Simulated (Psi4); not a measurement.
# Si2H5 (SMILES [SiH2][SiH3]) at UPBE0/def2-SVPD

What is the energy change on altering one bond length of Si2H5 at UPBE0/def2-SVPD? 

The results are computed with Psi4 1.11.

1 further run of the same task is left out (set aside as unsound or not needed).

**1. The structure to begin with**

The species is Si2H5 (7 atoms), meant as a doublet with charge 0. SMILES: `[SiH2][SiH3]`. The shape is that of a PBE0-D4/def2-TZVP optimisation.

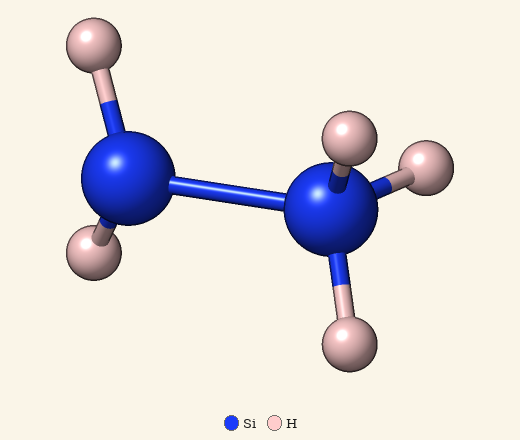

The structure, seen from a chosen angle (silicon blue, hydrogen pink).

**2. The energy at UPBE0/def2-SVPD**

h5si2.xyz reads:

```xyz
7
H5Si2
Si    -0.209600    -1.361200    -0.191100
Si     0.357900     0.889200    -0.062000
H     -0.002600    -2.123900     1.070300
H     -1.573600    -1.624600    -0.725600
H      0.210000     1.502800    -1.408000
H     -0.495800     1.643100     0.898600
H      1.774900     1.006800     0.372200
```

h5si2.py reads:

```python
import psi4

psi4.set_memory(1600000000)
psi4.set_num_threads(1)
psi4.set_output_file('output.dat', False)

with open('h5si2.xyz') as f:
    atoms = ''.join(f.readlines()[2:])
molecule = psi4.geometry('0 2\n' + atoms + 'symmetry c1\nno_reorient\nno_com')

psi4.set_options({
    'basis': 'def2-SVPD',
    'reference': 'uks',
    'puream': True,
    'e_convergence': 1e-09,
    'd_convergence': 1e-08,
    'scf_type': 'pk',
    'dft_radial_points': 99,
    'dft_spherical_points': 590,
    'maxiter': 200,
})

e_tot, wfn = psi4.energy('PBE0', molecule=molecule, return_wfn=True)
psi4.oeprop(wfn, 'LOWDIN_CHARGES', 'MAYER_INDICES', 'MULLIKEN_CHARGES')
print('E =', round(e_tot, 9))
```

On the command line:

```bash
$ python h5si2.py
```

output.dat:

```text
[...]
  Running in c1 symmetry.
[...]
  Nuclear repulsion =   82.797384022765954
[...]
  Multiplicity = 2
[...]
  Nalpha       = 17
  Nbeta        = 16
[...]
    Number of basis functions: 88
[...]
   @UKS iter   1:  -581.46111998717640   -4.18901e-01   2.34035e-03 ADIIS/DIIS
[...]
   @UKS iter  11:  -581.49683413188404   -5.57066e-12   6.05699e-09 DIIS
[...]
   @S^2 Observed:                7.540370549E-01
[...]
    Orbital Energies [Eh]
    ---------------------
    Alpha Occupied:
       1A    -66.249964     2A    -66.245661     3A     -5.342652
       4A     -5.337633     5A     -3.684202     6A     -3.677784
       7A     -3.677729     8A     -3.674969     9A     -3.674451
      10A     -3.674329    11A     -0.585583    12A     -0.515547
      13A     -0.380840    14A     -0.369568    15A     -0.354882
      16A     -0.322963    17A     -0.228772
    Alpha Virtual:
      18A      0.007518    19A      0.008973    20A      0.013164
      21A      0.029401    22A      0.044664    23A      0.045614
      24A      0.071608    25A      0.087201    26A      0.120203
[...]
  @UKS Final Energy:  -581.49683413188404
   => Energetics <=
    Nuclear Repulsion Energy =             82.7973840227659537
    One-Electron Energy =                -969.6809599434009215
    Two-Electron Energy =                 338.1505586486966308
    DFT Exchange-Correlation Energy =     -32.7638168599458339
    Empirical Dispersion Energy =           0.0000000000000000
    VV10 Nonlocal Energy =                  0.0000000000000000
    Total Energy =                       -581.4968341318840430
[...]
 Multipole Moments:
 ------------------------------------------------------------------------------------
     Multipole            Electronic (a.u.)      Nuclear  (a.u.)        Total (a.u.)
 ------------------------------------------------------------------------------------
 L = 1.  Multiply by 2.5417464519 to convert [e a0] to [Debye]
 Dipole X            :         -3.7656237            3.7588542           -0.0067695
 Dipole Y            :         11.7460489          -11.7234829            0.0225659
 Dipole Z            :          6.3162580           -6.3039374            0.0123206
 Magnitude           :                                                    0.0265865
[...]
  Mulliken Charges: (a.u.)
   Center  Symbol    Alpha    Beta     Spin     Total
       1    SI     7.66593  6.58531  1.08063 -0.25124
       2    SI     7.25679  7.27559 -0.01880 -0.53238
       3     H     0.40894  0.45473 -0.04579  0.13633
       4     H     0.40891  0.45470 -0.04580  0.13639
       5     H     0.41222  0.41559 -0.00337  0.17219
       6     H     0.43494  0.39852  0.03643  0.16654
       7     H     0.41227  0.41557 -0.00330  0.17216
   Total alpha = 17.00000, Total beta = 16.00000, Total charge =  0.00000
  Lowdin Charges: (a.u.)
[...]
```

Standard output:

```text
E = -581.496834132
```

Wall time 16 s (1 thread of Intel Xeon 6975P-C (Granite Rapids), shared host); peak memory 0.78 GiB.

**3. The distorted shape: energy and gradient at UPBE0/def2-SVPD**

job.dat reads:

```
memory 1600 mb

molecule {
  0 2
  Si    -0.634702    -1.396480    -0.321361
  Si    -0.067202     0.853920    -0.192261
  H     -0.427702    -2.159180     0.940039
  H     -1.998702    -1.659880    -0.855861
  H     -0.215102     1.467520    -1.538261
  H     -0.920902     1.607820     0.768339
  H      1.774900     1.006800     0.372200
  symmetry c1
  no_reorient
  no_com
}

set globals {
  basis                def2-SVPD
  reference            uks
  puream               true
  e_convergence        1e-09
  d_convergence        1e-08
  scf_type             pk
  dft_radial_points    99
  dft_spherical_points 590
  maxiter              200
}

result, w = gradient('pbe0', return_wfn=True)
oeprop(w, 'WIBERG_LOWDIN_INDICES', 'DIPOLE', 'LOWDIN_CHARGES')
```

On the command line:

```bash
$ psi4 -i job.dat -o job.out -n 1
```

job.out (excerpt; [...] marks lines left out):

```text
[...]
  Running in c1 symmetry.
[...]
  Nuclear repulsion =   81.344598603139460
[...]
  Multiplicity = 2
[...]
  Nalpha       = 17
  Nbeta        = 16
[...]
    Number of basis functions: 88
[...]
   @UKS iter   1:  -581.42441366355092   -4.78997e-01   2.32641e-03 ADIIS/DIIS
[...]
   @UKS iter  13:  -581.46144608340774   -3.29692e-12   2.75538e-09 DIIS
[...]
   @S^2 Observed:                7.541066233E-01
[...]
  @UKS Final Energy:  -581.46144608340774
   => Energetics <=
    Nuclear Repulsion Energy =             81.3445986031394597
    One-Electron Energy =                -966.5394182209662404
    Two-Electron Energy =                 336.4336691333018621
    DFT Exchange-Correlation Energy =     -32.7002955988829669
    Empirical Dispersion Energy =           0.0000000000000000
    VV10 Nonlocal Energy =                  0.0000000000000000
    Total Energy =                       -581.4614460834078500
[...]
  -Total Gradient:
     Atom            X                  Y                   Z
    ------   -----------------  -----------------  -----------------
       1       -0.003701510273     0.000759014268     0.000055603542
       2       -0.055457870848    -0.002599170216    -0.017146032225
       3       -0.000422008290     0.000826888132    -0.001787702213
       4        0.002440306193    -0.000423939093     0.001176064440
       5       -0.002009281308    -0.001623148867     0.001522661341
       6       -0.001093265932    -0.001725477221    -0.002269912460
       7        0.060243774732     0.004785798490     0.018449348632
[...]
 Multipole Moments:
 ------------------------------------------------------------------------------------
     Multipole            Electronic (a.u.)      Nuclear  (a.u.)        Total (a.u.)
 ------------------------------------------------------------------------------------
 L = 1.  Multiply by 2.5417464519 to convert [e a0] to [Debye]
 Dipole X            :         21.7095807          -21.9475891           -0.2380084
 Dipole Y            :         13.8149095          -13.8569081           -0.0419987
 Dipole Z            :         14.1233275          -14.1809811           -0.0576535
 Magnitude           :                                                    0.2484669
[...]
```

Wall time 22 s (1 thread of Intel Xeon 6975P-C (Granite Rapids), shared host); peak memory 0.78 GiB.

**4. What came out**

Level: UPBE0/def2-SVPD.

| quantity | value |
| --- | --- |
| first shape: total energy | -581.49683 Eh |
| first shape: dipole moment | 0.07 D |
| first shape: HOMO energy (highest over α and β) | -6.23 eV |
| first shape: LUMO energy (lowest over α and β) | -2.67 eV |
| first shape: ⟨S²⟩ | 0.754 |
| distorted shape: total energy | -581.46145 Eh |
| distorted shape: dipole moment | 0.63 D |
| distorted shape: HOMO energy (highest over α and β) | -6.32 eV |
| distorted shape: LUMO energy (lowest over α and β) | -2.76 eV |
| distorted shape: ⟨S²⟩ | 0.754 |
| distorted shape: largest force on an atom | 3.249 eV/Å |
| energy change with the Si2–H7 bond stretched from 1.487 to 1.933 Å | 0.963 eV |

With the Si2–H7 bond stretched from 1.487 to 1.933 Å the energy rises by 0.96 eV (22.2 kcal/mol). The first shape isn't relaxed at this level, so the change isn't measured from a minimum. Mulliken charges (first shape) run from -0.53 on Si2 to +0.17 on H5; in a basis this large or diffuse they mean little.
